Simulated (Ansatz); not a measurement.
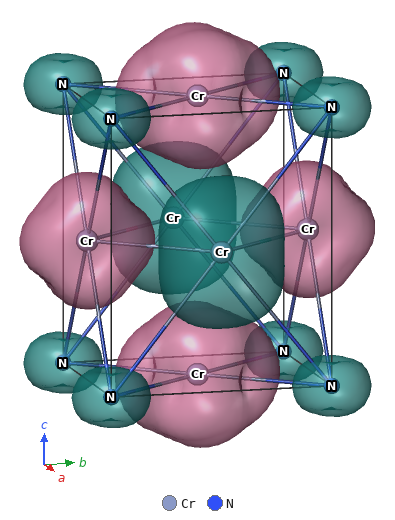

*Cr3N. Isosurfaces of the magnetisation density (up minus down) at +0.015 (teal) and −0.015 e/Å³ (pink), seen slightly off an axis. Sticks mark near contacts.*

Space group Pmmm; a structure generated by program, which may or may not match a known phase; spin-polarised.

Level of theory: DFT PBE, scalar-relativistic, plane waves, PAW in Ansatz 0.2.0.

Core electrons are frozen (PAW), and the valence fields are smoothed inside the atomic spheres.

Which atoms carry the moments, and with what signs?

Answer. The spin density sits on Cr: +0.4 μB and −0.6 μB in one cell of 4 atoms, with smaller moments on other sites: Cr (up to −0.29 μB): ferrimagnetic (opposed moments on unlike sites) in this solution. The cell of the calculation (4 atoms) carries 0.5 μB of net spin moment.
